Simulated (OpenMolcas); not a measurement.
Geometry relaxation, with input and output: SiS (part 3 of 4)

Continued. System: SiS (silylene, thioxo-), SMILES [Si-]#[S+]. Method: CASSCF/ANO-R1, sfX2C (OpenMolcas 26.06). 

Geometry of the input (Å):
```
Si 0.0000  0.0000  0.0000
S  0.0000  0.0000  1.9293
```

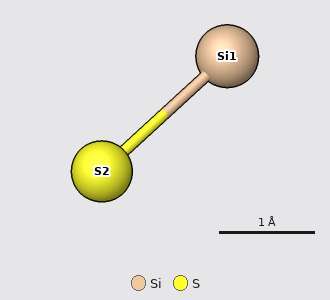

The structure as given in the input (ball-and-stick view, seen at an oblique angle; atoms are numbered from 1 in the order of the input).

Output, continued:
```
*****************************************************************************************************************
*****************************************************************************************************************

++ Geometry section

********************************************************************************
  Geometrical information of the new structure
********************************************************************************

 *********************************************************
 * Nuclear coordinates for the next iteration / bohr     *
 *********************************************************
  ATOM              X               Y               Z
  SI1              0.000000        0.000000       -0.130168
  S2               0.000000        0.000000        3.776057

 *********************************************************
 * Nuclear coordinates for the next iteration / angstrom *
 *********************************************************
  ATOM              X               Y               Z
  SI1              0.000000        0.000000       -0.068882
  S2               0.000000        0.000000        1.998203

--
--- Stop Module: slapaf /rc=_RC_CONTINUE_LOOP_ ---

>>> END DO

--- Start Module: seward ---
--- Stop Module: seward /rc=_RC_ALL_IS_WELL_ ---
--- Module seward spent 2 seconds ---

--- Start Module: rasscf ---
--- Stop Module: rasscf /rc=_RC_ALL_IS_WELL_ ---
           step6.SpdOrb.3 step6.SpdOrb.1 step6.SpdOrb.2 xmldump
--- Module rasscf spent 2 seconds ---

--- Start Module: slapaf ---
--- Stop Module: slapaf /rc=_RC_INVOKED_OTHER_MODULE_ ---

--- Start Module: alaska ---
--- Stop Module: alaska /rc=_RC_INVOKED_OTHER_MODULE_ ---

--- Start Module: mclr ---

--- Stop Module: mclr /rc=_RC_ALL_IS_WELL_ ---

--- Start Module: alaska ---
--- Stop Module: alaska /rc=_RC_ALL_IS_WELL_ ---
--- Module alaska spent 1 second ---

>>> EXPORT MOLCAS_TRAP = UNKNOWN_VARIABLE

--- Start Module: slapaf ---

**********************************************************************************************************************
*                                    Energy Statistics for Geometry Optimization                                     *
**********************************************************************************************************************
                       Energy     Grad      Grad              Step                 Estimated   Geom       Hessian
Iter      Energy       Change     Norm      Max    Element    Max     Element     Final Energy Update Update   Index
  1   -688.00682785  0.00000000 0.102663  0.072594 nrc001   0.105092  nrc001     -688.01064235 RS-RFO  None      0
  2   -688.01288988 -0.00606203 0.061822  0.043715 nrc001   0.155245  nrc001     -688.01628314 RS-RFO  BFGS      0
  3   -688.01713757 -0.00424768 0.018106  0.012803 nrc001   0.088505  nrc001     -688.01767829 RS-RFO  BFGS      0

       +----------------------------------+----------------------------------+
       +    Cartesian Displacements       +    Gradient in internals         +
       +  Value      Threshold Converged? +  Value      Threshold Converged? +
 +-----+----------------------------------+----------------------------------+
 + RMS + 4.4253E-02  1.2000E-03     No    + 1.8106E-02  3.0000E-04     No    +
 +-----+----------------------------------+----------------------------------+
 + Max + 4.4253E-02  1.8000E-03     No    + 1.2803E-02  4.5000E-04     No    +
 +-----+----------------------------------+----------------------------------+

 Convergence not reached yet!

*****************************************************************************************************************
*****************************************************************************************************************

++ Geometry section

********************************************************************************
  Geometrical information of the new structure
********************************************************************************

 *********************************************************
 * Nuclear coordinates for the next iteration / bohr     *
 *********************************************************
  ATOM              X               Y               Z
  SI1              0.000000        0.000000       -0.174421
  S2               0.000000        0.000000        3.820309

 *********************************************************
 * Nuclear coordinates for the next iteration / angstrom *
 *********************************************************
  ATOM              X               Y               Z
  SI1              0.000000        0.000000       -0.092300
  S2               0.000000        0.000000        2.021621

--
--- Stop Module: slapaf /rc=_RC_CONTINUE_LOOP_ ---

>>> END DO

--- Start Module: seward ---
--- Stop Module: seward /rc=_RC_ALL_IS_WELL_ ---
--- Module seward spent 2 seconds ---

--- Start Module: rasscf ---
--- Stop Module: rasscf /rc=_RC_ALL_IS_WELL_ ---
           step6.SpdOrb.3 step6.SpdOrb.1 step6.SpdOrb.2 xmldump
--- Module rasscf spent 2 seconds ---

--- Start Module: slapaf ---
--- Stop Module: slapaf /rc=_RC_INVOKED_OTHER_MODULE_ ---

--- Start Module: alaska ---
--- Stop Module: alaska /rc=_RC_INVOKED_OTHER_MODULE_ ---

--- Start Module: mclr ---

--- Stop Module: mclr /rc=_RC_ALL_IS_WELL_ ---
--- Module mclr spent 1 second ---

--- Start Module: alaska ---
--- Stop Module: alaska /rc=_RC_ALL_IS_WELL_ ---
--- Module alaska spent 1 second ---

>>> EXPORT MOLCAS_TRAP = UNKNOWN_VARIABLE

--- Start Module: slapaf ---

**********************************************************************************************************************
*                                    Energy Statistics for Geometry Optimization                                     *
**********************************************************************************************************************
                       Energy     Grad      Grad              Step                 Estimated   Geom       Hessian
Iter      Energy       Change     Norm      Max    Element    Max     Element     Final Energy Update Update   Index
  1   -688.00682785  0.00000000 0.102663  0.072594 nrc001   0.105092  nrc001     -688.01064235 RS-RFO  None      0
  2   -688.01288988 -0.00606203 0.061822  0.043715 nrc001   0.155245  nrc001     -688.01628314 RS-RFO  BFGS      0
  3   -688.01713757 -0.00424768 0.018106  0.012803 nrc001   0.088505  nrc001     -688.01767829 RS-RFO  BFGS      0
  4   -688.01768754 -0.00054998 0.000100 -0.000071 nrc001  -0.000525  nrc001     -688.01768756 RS-RFO  BFGS      0

       +----------------------------------+----------------------------------+
       +    Cartesian Displacements       +    Gradient in internals         +
       +  Value      Threshold Converged? +  Value      Threshold Converged? +
 +-----+----------------------------------+----------------------------------+
 + RMS + 2.6247E-04  1.2000E-03     Yes   + 1.0042E-04  3.0000E-04     Yes   +
 +-----+----------------------------------+----------------------------------+
 + Max + 2.6247E-04  1.8000E-03     Yes   + 7.0986E-05  4.5000E-04     Yes   +
 +-----+----------------------------------+----------------------------------+

 Geometry is converged in   4 iterations to a Minimum Structure

*****************************************************************************************************************
*****************************************************************************************************************

++ Geometry section

********************************************************************************
  Geometrical information of the final structure
********************************************************************************

  NOTE: on convergence the final predicted structure will be printed here.
  This is not identical to the structure printed in the head of the output.

 *********************************************************
 * Nuclear coordinates of the final structure / bohr     *
 *********************************************************
  ATOM              X               Y               Z
  SI1              0.000000        0.000000       -0.174159
  S2               0.000000        0.000000        3.820047

 *********************************************************
 * Nuclear coordinates of the final structure / angstrom *
 *********************************************************
  ATOM              X               Y               Z
  SI1              0.000000        0.000000       -0.092161
  S2               0.000000        0.000000        2.021482

                    ***************************************
                    *    InterNuclear Distances / bohr    *
                    ***************************************

               1 SI1           2 S2
    1 SI1      0.000000
    2 S2       3.994205        0.000000

                    *******************************************
                    *    InterNuclear Distances / angstrom    *
                    *******************************************

               1 SI1           2 S2
    1 SI1      0.000000
    2 S2       2.113643        0.000000
--
--- Stop Module: slapaf /rc=_RC_INVOKED_OTHER_MODULE_ ---

--- Start Module: last_energy ---

                                            &LAST_ENERGY

                       available to each process: 1.9 GB of memory, 1 thread

    Geometry read from RUNFILE

               SEWARD will generate:
                  Multipole Moment integrals up to order  2
                  Kinetic Energy integrals
                  Nuclear Attraction integrals (finite nuclei - Gaussian type)
                  One-Electron Hamiltonian integrals
                  Velocity integrals
                  Relativistic X2C integrals
                  Orbital angular momentum around (  0.0000   0.0000   1.9444 )
                  Velocity quadrupole around (  0.0000   0.0000   1.9560 )
                  Atomic mean-field integrals
                  RI decomposed two-electron repulsion integrals stored Cholesky style
                   - acCD auxiliary basis
                   - CD Threshold:   1.00E-04

                   Integrals are discarded if absolute value <: 1.00E-14
                   Integral cutoff threshold is set to       <: 1.00E-16

            Nuclear Potential Energy             56.08124097 au

      Basis set specifications :
      Symmetry species         a
      Basis functions           36

      Header of the ONEINT file:
      --------------------------

      OrdInt status: non-squared

      Cartesian coordinates in angstrom:
      -----------------------------------------------------
      No.  Label        X            Y            Z
      -----------------------------------------------------
       1   SI1        0.00000000   0.00000000  -0.09216076
       2   S2         0.00000000   0.00000000   2.02148176
      -----------------------------------------------------
      Nuclear repulsion energy =   56.08124097

++    Wave function specifications:
      -----------------------------

      Number of closed shell electrons          28
      Number of electrons in active shells       2
      Max number of holes in RAS1 space          0
      Max nr of electrons in RAS3 space          0
      Number of inactive orbitals               14
      Number of active orbitals                  2
      Number of secondary orbitals              20
      Spin quantum number                      0.0
      State symmetry                             1
--

++    Orbital specifications:
      -----------------------

      Symmetry species                           1
                                                 a
      Frozen orbitals                            0
      Inactive orbitals                         14
      Active orbitals                            2
      RAS1 orbitals                              0
      RAS2 orbitals                              2
      RAS3 orbitals                              0
      Secondary orbitals                        20
      Deleted orbitals                           0
      Number of basis functions                 36
--

++    CI expansion specifications:
      ----------------------------

      Number of CSFs                             3
      Number of spin combinations                3
      Number of determinants                     4
      Number of root(s) required                 3
      Root chosen for geometry opt.              2
      CI roots used                              1     2     3
      weights                                0.333 0.333 0.333
      highest root included in the CI            3
      max. size of the explicit Hamiltonian      3
--

++    Optimization specifications:
      ----------------------------

      RASSCF algorithm: LK RI/DF
      Maximum number of macro iterations       200
      Maximum number of SX iterations          100
      Threshold for RASSCF energy            1.000E-08
      Threshold for max MO rotation          1.000E-01
      Threshold for max BLB element          1.000E-04
      Level shift parameter                  5.000E-01
      Make Quasi-Newton update
--
      Starting CI array(s) will be read from file

      File JOBOLD not found -- use JOBIPH.
      The MO-coefficients are taken from the file:
      JOBIPH
      Title:(No title given)

      Total molecular charge    0.00

      ************************************************************************************************************************
      *                                            Wave function control section                                             *
      ************************************************************************************************************************

                                         RASSCF iterations: Energy and convergence statistics
                                         ----------------------------------------------------

          iter iter root      energy       change     param      element    value   shift minimum  type update hh:mm:ss
 Nr of preliminary CI iterations:   1
        1   1    3    0  -688.00989861    0.00E+00   3.21E-05   12  32 1  4.52E-05   0.32   0.00    SX    NO    0:00:00
        2   1    3    0  -688.00989862   -1.07E-08*  1.72E-05   12  19 1 -2.58E-05   0.32   0.00    SX    NO    0:00:00
        3   1    3    0  -688.00989863   -2.62E-09   1.44E-05   12  19 1 -1.63E-05   0.32   0.00    SX    NO    0:00:00
        4   1    3    0  -688.00989863   -1.07E-09   1.06E-05   14  17 1 -1.15E-05   0.32   0.00    SX    NO    0:00:00
      Convergence after  4 iterations
        5   1    3    0  -688.00989863   -5.33E-10   1.06E-05   14  17 1 -9.23E-06   0.32   0.00    SX    NO    0:00:00

      ************************************************************************************************************************
                                                      Wave function printout:
                       occupation of active orbitals, and spin coupling of open shells (u,d: Spin up or down)
      ************************************************************************************************************************

      Note: transformation to natural orbitals
      has been made, which may change the order of the CSFs.
```
